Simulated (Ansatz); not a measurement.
# Ga₂H₄F₂: basis-set convergence

How large a basis does Ga₂H₄F₂ need? Two functionals are run in growing sets.

The runs use Ansatz 0.2.0, Gaussian basis; one geometry, several basis sets.

The runs, in order: PBE0-D4/def2-SVP; ωB97M-V/def2-SVP; PBE0-D4/def2-QZVPP; ωB97M-V/def2-QZVPP; the functionals' def2-TZVPP values are taken from earlier runs.

### Step 1. The relaxed structure

An earlier PBE0-D4 in a triple-zeta def2 set relaxation fixed the geometry.

SMILES `[F+]1[GaH2-][F+][GaH2-]1`, 8 atoms, charge 0, spin multiplicity 1.

Atoms are counted from 1 here; the program's logs count them from 0.

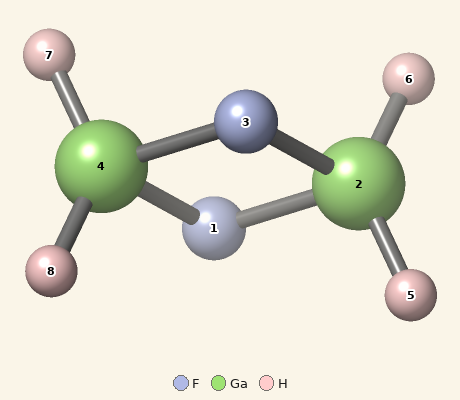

The geometry (fluorine light blue, gallium green, hydrogen pink); atoms are numbered from 1 in the order of the file.

Coordinates:

```xyz
8

F    -0.77311    0.04915    0.96997
Ga    0.08390    1.49233   -0.00861
F     0.77327   -0.04915   -0.96986
Ga   -0.08390   -1.49233    0.00860
H    -1.00138    2.14350   -0.90690
H     1.23598    2.02826    0.88262
H     1.00135   -2.14373    0.90677
H    -1.23611   -2.02802   -0.88260
```

### Step 2. PBE0-D4 in def2-SVP

in.yaml reads:

```yaml
crystal:
  periodic: [false, false, false]
  atoms:
    - {symbol: F, position_ang: [-0.773112, 0.049145, 0.969968]}
    - {symbol: Ga, position_ang: [0.083905, 1.492329, -0.008614]}
    - {symbol: F, position_ang: [0.773273, -0.049150, -0.969857]}
    - {symbol: Ga, position_ang: [-0.083903, -1.492333, 0.008605]}
    - {symbol: H, position_ang: [-1.001383, 2.143504, -0.906898]}
    - {symbol: H, position_ang: [1.235977, 2.028259, 0.882623]}
    - {symbol: H, position_ang: [1.001351, -2.143730, 0.906765]}
    - {symbol: H, position_ang: [-1.236107, -2.028025, -0.882601]}
basis:
  gaussian: {orbitals: def2-SVP}
hamiltonian: {xc: pbe0, dispersion: d4}
output: {orbitals: {seedname: orbitals}}
```

Launch:

```console
$ ansatz run in.yaml --threads 4 --pin off --events-out ev --progress --plain --max-ram 10444MiB
```

After this run come: ωB97M-V in def2-SVP; PBE0-D4 in def2-QZVPP; ωB97M-V in def2-QZVPP.

Q: Predict the results of all the runs planned. Wanted: PBE0-D4: double and triple zeta above quadruple; ωB97M-V: double and triple zeta above quadruple.

As calculated:

| quantity | value |
| --- | --- |
| PBE0-D4: double and triple zeta above quadruple | 22.78, 2.69 eV |
| ωB97M-V: double and triple zeta above quadruple | 22.78, 2.60 eV |

**Reading.** For PBE0-D4 the step from double to triple zeta gains 20.08 eV and the next only 2.69 eV. Total energies overstate the basis error of differences, where much of it tends to cancel. The LUMO of ωB97M-V is positive and keeps falling with the basis (1.10 to 0.50 eV): an unbound level that the basis holds in place.
